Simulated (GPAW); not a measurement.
Band structure of CdSe (P6_3mc, 4 atoms in the cell).

```
CELL_PARAMETERS angstrom
      4.34609     0.00000     0.00000
     -2.17305     3.76382     0.00000
      0.00000     0.00000     7.08984
ATOMIC_POSITIONS crystal
  Cd 0.66667 0.33333 0.49995
  Cd 0.33333 0.66667 0.99995
  Se 0.66667 0.33333 0.87591
  Se 0.33333 0.66667 0.37591
```

Level of theory: PBE, GPAW PAW datasets PBE (gpaw-data 1.0.1) (plane waves; GPAW).

Settings: mode = pw; ecut = 550 eV; xc = PBE; kpts = 7 7 4; mesh shift (steps) = 0 0 0; occupations.name = fermi-dirac; occupations.width = 0 eV; nbands = -4; convergence.density = 1e-05 e/electron; convergence.energy = 1e-05 eV/electron; convergence.bands = -2; symmetry.symmorphic = false; symmetry.tolerance = 0.0005; maxiter = 150.

The starting cell comes from a database of computed structures (which also holds hypothetical and non-ambient phases and stackings), without a prior relaxation at this level.

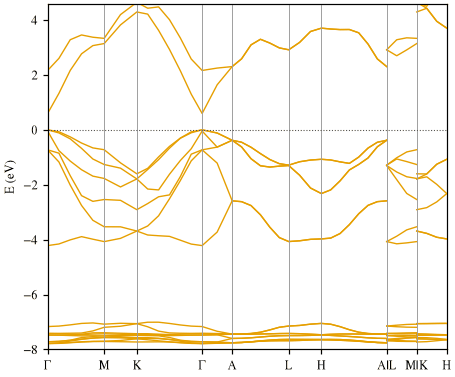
Bands along the path, energies from the top of the valence band on the SCF mesh.

Q: Read off roughly the gap and where its edges lie.

A: The gap along the path is about 0.6 eV (computed: 0.60 eV), direct at Γ to within 0.01 eV.

Levels in eV from the top of the valence band on the SCF mesh, bands 15 to 22:
```
point     15     16     17     18    19    20    21    22
-----  -----  -----  -----  -----  ----  ----  ----  ----
Γ      -0.73  -0.04   0.00   0.00  0.60  2.16  5.84  5.84
M      -2.54  -1.77  -1.26  -0.72  3.14  3.33  4.78  6.01
K      -2.91  -1.79  -1.79  -1.60  4.29  4.64  4.64  6.97
A      -0.38  -0.38  -0.38  -0.38  2.30  2.30  5.79  5.79
L      -1.30  -1.30  -1.29  -1.29  2.91  2.91  4.84  4.84
H      -2.32  -2.32  -1.07  -1.07  3.70  3.70  5.81  5.81
```
